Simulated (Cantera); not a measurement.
Feed: 1 mol PbO, 0.36 mol H2, a varied amount of O2, at 1098 K and 330000 Pa.

These are equilibrium values from Cantera (NASA tables, ideal gas, pure condensed phases), not measurements of a reactor. Candidate condensed phases: H2O, Pb, PbO, PbO2, Pb3O4; 12 gas species. Mutual solubility and eutectic melting of coexisting phases are not modelled. Equilibrium is a limit: real reactors are often held back by kinetics, nucleation or transport.

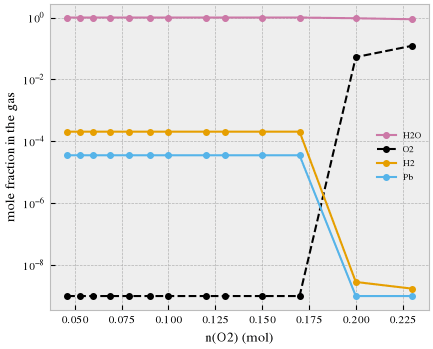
Figure: Equilibrium gas composition (values under 1e-9 drawn at 1e-9)

From 0.046 mol O2 to 0.17 mol O2 the condensed part is Pb(l) + PbO(yellow). From 0.2 mol O2 to 0.23 mol O2 the condensed part is PbO(yellow). The main Pb-bearing gas is Pb at 0.046 mol O2 and PbO at 0.23 mol O2.
